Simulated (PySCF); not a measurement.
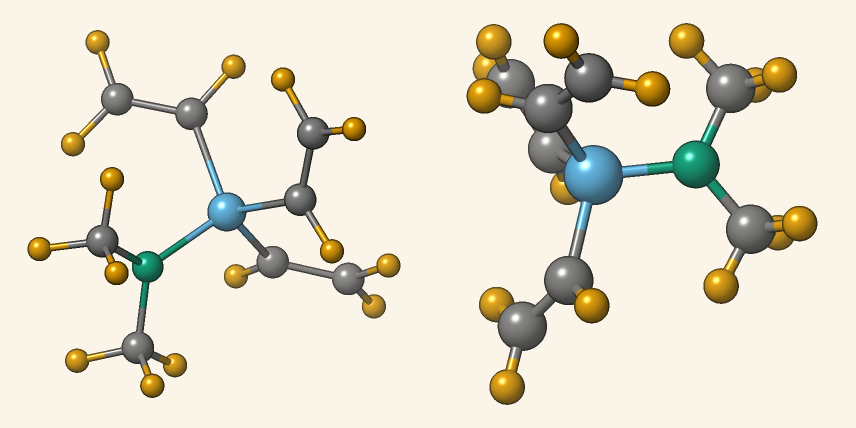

Two views of one molecule. Colours: silicon blue, carbon grey, hydrogen orange, nitrogen teal.

Description:

The molecule is C₈H₁₅NSi. Its SMILES string is `C=C[Si](C=C)(C=C)N(C)C`. It has no ring. Among its groups: alkene, Si–N bond. This geometry has C1 symmetry. Coordination, clear cases only: 1 Si tetrahedral; 6 C trigonal planar; 2 C tetrahedral.

The parts below concern this one geometry. Atoms keep their numbers from picture to picture. Computed geometry: PBE0-D3(BJ)/def2-SVP optimisation. No frequency run is at hand to confirm it as a minimum.

Geometry

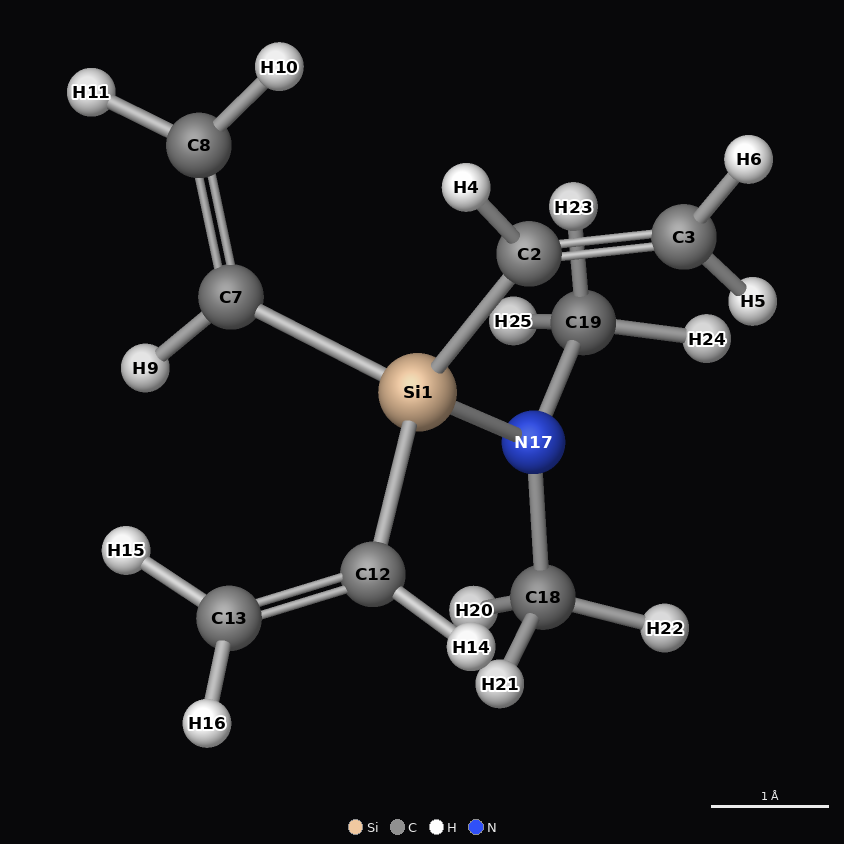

Numbered structure. No frequency run is at hand to confirm it as a minimum.

Give the bond lengths. Leave out bonds to hydrogen.

| bond | length (Å) | order |
| --- | --- | --- |
| Si1–C2 | 1.875 | single |
| Si1–C7 | 1.876 | single |
| Si1–C12 | 1.872 | single |
| Si1–N17 | 1.744 | single |
| C2–C3 | 1.338 | double |
| C7–C8 | 1.339 | double |
| C12–C13 | 1.338 | double |
| N17–C18 | 1.439 | single |
| N17–C19 | 1.442 | single |

NMR shielding

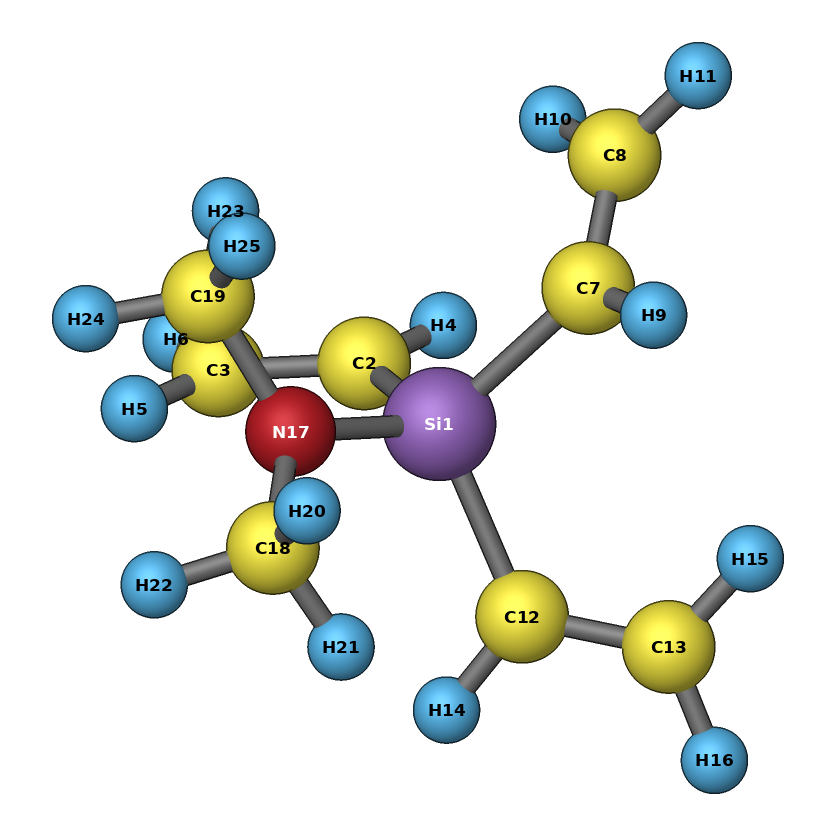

No frequency run is at hand to confirm it as a minimum. Method: GIAO B3LYP/pcSseg-1 NMR shielding, non-relativistic, gas phase (PySCF 2.14.0). Principal shieldings σ11 ≤ σ22 ≤ σ33, span Ω = σ33 − σ11, skew κ = 3(σiso − σ22)/Ω.

Give the shielding tensors of the C atoms.

| atom | σ11 | σ22 | σ33 | σiso | Ω | κ |
| --- | --- | --- | --- | --- | --- | --- |
| C2 | −87.8 | 30.5 | 165.9 | 36.2 | 253.8 | 0.07 |
| C3 | −96.7 | 39.3 | 160.9 | 34.5 | 257.5 | −0.06 |
| C7 | −87.5 | 22.3 | 169.3 | 34.7 | 256.8 | 0.15 |
| C8 | −92.6 | 42.0 | 157.7 | 35.7 | 250.3 | −0.08 |
| C12 | −89.6 | 23.5 | 164.3 | 32.7 | 253.9 | 0.11 |
| C13 | −91.8 | 41.5 | 158.5 | 36.1 | 250.3 | −0.07 |
| C18 | 114.7 | 123.6 | 177.6 | 138.7 | 62.9 | 0.72 |
| C19 | 115.2 | 128.4 | 175.6 | 139.7 | 60.4 | 0.56 |

Shieldings and span in ppm.

Electronic properties

No frequency run is at hand to confirm it as a minimum. Level of theory: B3LYP/def2-SVPD, gas phase (PySCF 2.14.0). Excitations: vertical, linear response.

What is the LUMO energy (Kohn–Sham orbital)?

Answer. −0.91 eV.

Give the brightest of the 10 lowest singlets at this level.

Answer. 5.82 eV.

Give the lowest vertical singlet excitation at this level.

Answer. 4.17 eV.

What is the mean static polarisability?

Answer. 133.1 bohr³.

Core levels

No frequency run is at hand to confirm it as a minimum. Properties computed with delta-SCF UKS SCAN, pcX-2 on the ionised atom (unc-x2c-TZVPall on a metal), pcseg-1 elsewhere, spin-free X2C (PySCF 2.14.0).

Give the core-electron binding energies (to vacuum; p and d levels without spin–orbit splitting) of Si1 1s, Si1 2p, C2 1s, C3 1s, N17 1s, C18 1s.

```csv
atom,level,binding energy (eV)
Si1,1s,1845.9
Si1,2p,106.1
C2,1s,289.6
C3,1s,290.0
N17,1s,403.8
C18,1s,291.1
```
